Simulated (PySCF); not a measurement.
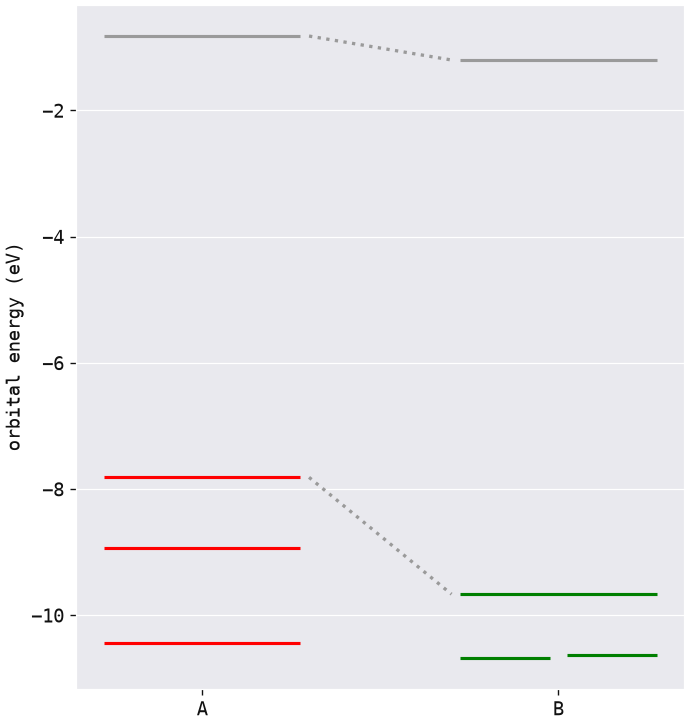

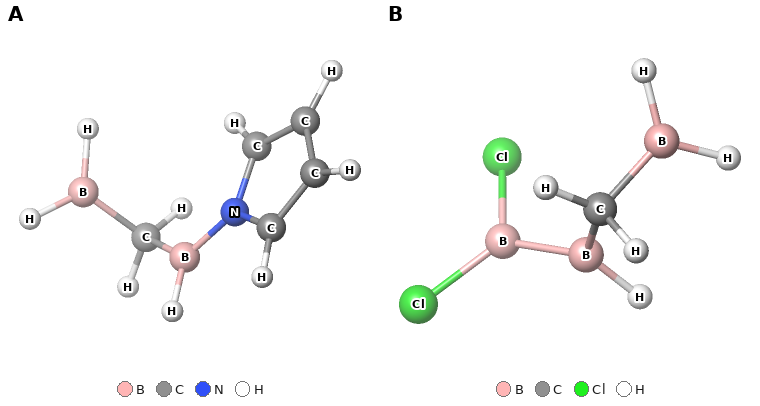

Related molecules: A is C₅H₉B₂N, SMILES BCBn1cccc1; B is CH₅B₃Cl₂, SMILES BCBB(Cl)Cl. Frontier orbital energies, CAM-B3LYP/def2-SVPD in PySCF 2.14.0, at a PBE0-D3(BJ)/def2-SVP geometry (no frequency check); drawn are at most three filled levels and, in grey, the LUMO with any level within 0.03 eV of it; dotted lines join the HOMOs and the LUMOs.

What does the change do to the frontier levels?

From A to B the HOMO falls by 1.85 eV and the LUMO falls by 0.38 eV, so the separation goes from 6.99 to 8.47 eV.

Does the ΔSCF ionisation energy follow the HOMO?

A: −ε(HOMO) 7.81, ΔSCF 8.51 eV; B: −ε(HOMO) 9.67, ΔSCF 10.47 eV.

Limits of at least one run: one conformer of a flexible molecule.
